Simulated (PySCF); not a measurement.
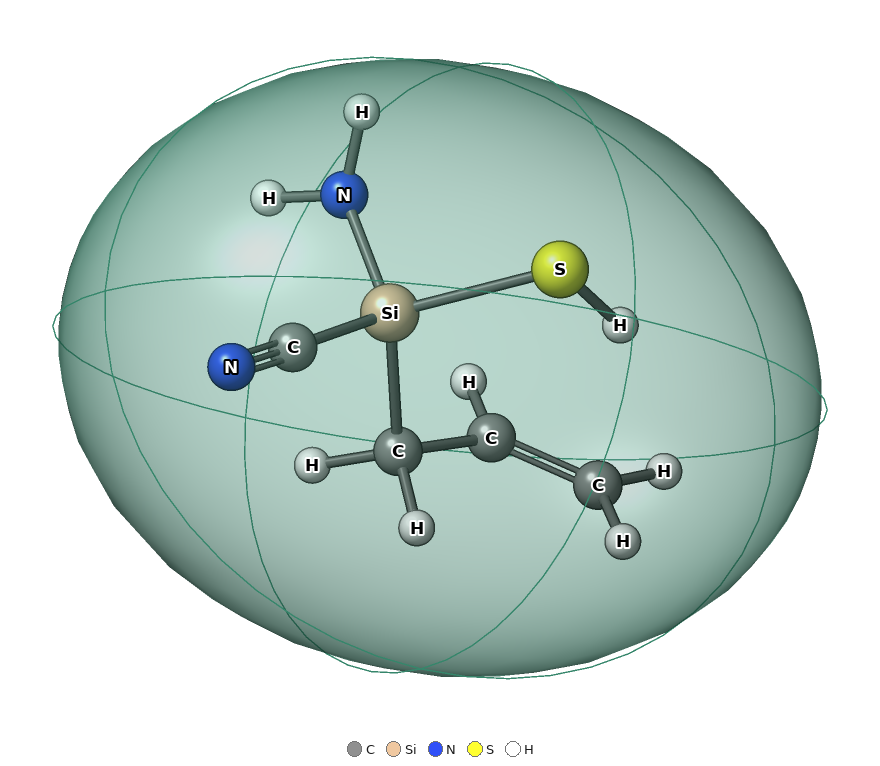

The ellipsoid shows the static dipole polarisability: its half-axes are proportional to the principal values. The geometry was computed by an optimisation with GFN2-xTB. No frequency run is at hand to confirm it as a minimum. Method: CAM-B3LYP/def2-SVPD (PySCF 2.14.0).

Question: Give the principal values, the mean and the anisotropy.

Answer: Principal values 91.0, 96.6, 122.1 bohr³; mean 103.2 bohr³ (15.30 Å³); anisotropy 28.8 bohr³, so the longest axis is 1.34 times the shortest.

The geometry is semi-empirical. Around Si such bond lengths and angles can be off by a tenth of an ångström or more and by several degrees, and values that hang on the shape move with them.
